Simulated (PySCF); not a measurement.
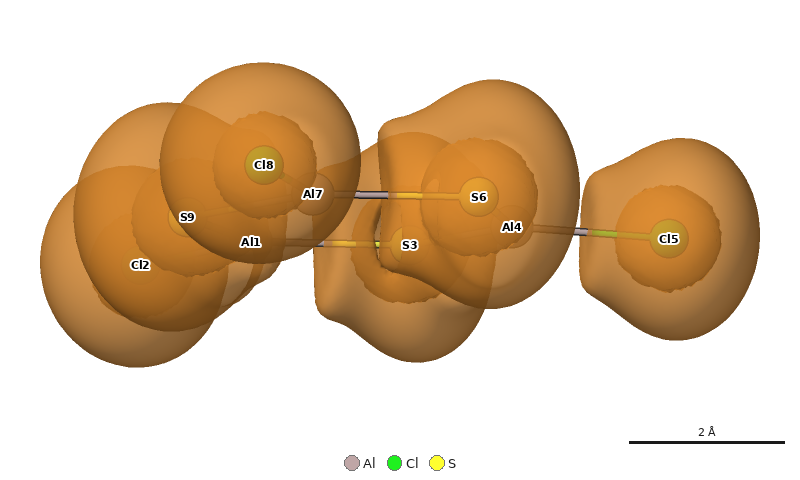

Figure. Al₃Cl₃S₃ ((ClAlS)3 ring). Isosurface of the electron localisation function at 0.75 (orange), seen from one side. Core shells and regions of very low density are left out.

Geometry: PBE0-D3(BJ)/def2-SVP.

Level of theory: PBE0/pcSseg-1 Al:pcSseg-2, SCF density, gas phase, non-relativistic (PySCF).

```xyz
9

Al    0.7431    1.8974    0.0044
Cl    1.5206    3.8337    0.0142
S    -0.3770    1.3596    1.7828
Al   -1.0150   -0.7088    1.6151
Cl   -1.9962   -1.4710    3.2929
S    -0.8176   -2.1318   -0.0126
Al    0.2988   -1.2067   -1.6256
Cl    0.5912   -2.4079   -3.3069
S     1.1851    0.7661   -1.7900
```

Question: Where are the electrons localised?

Answer: The surface consists of three regions on Cl in which the atom's valence shell and bonds are merged and three regions on S in which the atom's valence shell and bonds are merged. Along the contacts the grid gives the following. Al–Cl (2.09 Å): the ELF peaks at about 0.85 in the valence shell of Cl, 0.9 Å from its nucleus, and is about 0.85 at the midpoint. Al–S (2.17 Å): the ELF peaks at about 0.90 in the valence shell of S, 1.0 Å from its nucleus, and is about 0.90 at the midpoint.
